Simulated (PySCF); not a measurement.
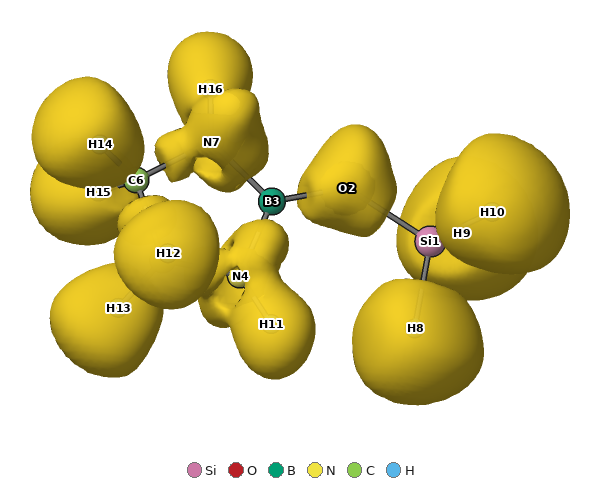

C2H9BN2OSi (SMILES [SiH3]OB1NCCN1). Isosurface of the electron localisation function at 0.75 (yellow), seen at a tilt. Core shells and regions of very low density are left out.

Geometry: PBE0-D3(BJ)/def2-SVP.

Theory: PySCF 2.14.0, PBE0/def2-SVPD, SCF density, gas phase.

```yaml
atoms:
  - { symbol: Si, position_ang: [2.9961, -0.2364, 0.2014] }
  - { symbol: O, position_ang: [1.5887, 0.1396, 0.9904] }
  - { symbol: B, position_ang: [0.2546, 0.1124, 0.6701] }
  - { symbol: N, position_ang: [-0.3327, -0.1790, -0.5996] }
  - { symbol: C, position_ang: [-1.7684, -0.2900, -0.4361] }
  - { symbol: C, position_ang: [-2.0458, 0.4941, 0.8580] }
  - { symbol: N, position_ang: [-0.7988, 0.3922, 1.5862] }
  - { symbol: H, position_ang: [2.7535, -0.4430, -1.2619] }
  - { symbol: H, position_ang: [3.9656, 0.8815, 0.3806] }
  - { symbol: H, position_ang: [3.5760, -1.4866, 0.7737] }
  - { symbol: H, position_ang: [0.1059, -0.6672, -1.3667] }
  - { symbol: H, position_ang: [-2.0892, -1.3444, -0.3146] }
  - { symbol: H, position_ang: [-2.3336, 0.1265, -1.2868] }
  - { symbol: H, position_ang: [-2.9045, 0.0705, 1.4058] }
  - { symbol: H, position_ang: [-2.2997, 1.5461, 0.6157] }
  - { symbol: H, position_ang: [-0.6971, 0.8817, 2.4628] }
```

Describe the localisation domains.

The surface consists of one region between bonded C–C atoms (shared pairs), seven regions around hydrogen nuclei, one region on O in which the atom's valence shell and bonds are merged and two joined regions spread over several atoms (H, N), in which their bonds and any lone pairs are merged.

Values along the shortest contacts:
B–O (1.37 Å): the ELF peaks at about 0.90 between the atoms, as expected for a polar covalent bond. B–N (1.42 Å): the ELF peaks at about 0.95 between the atoms (a short, strongly polar bond).
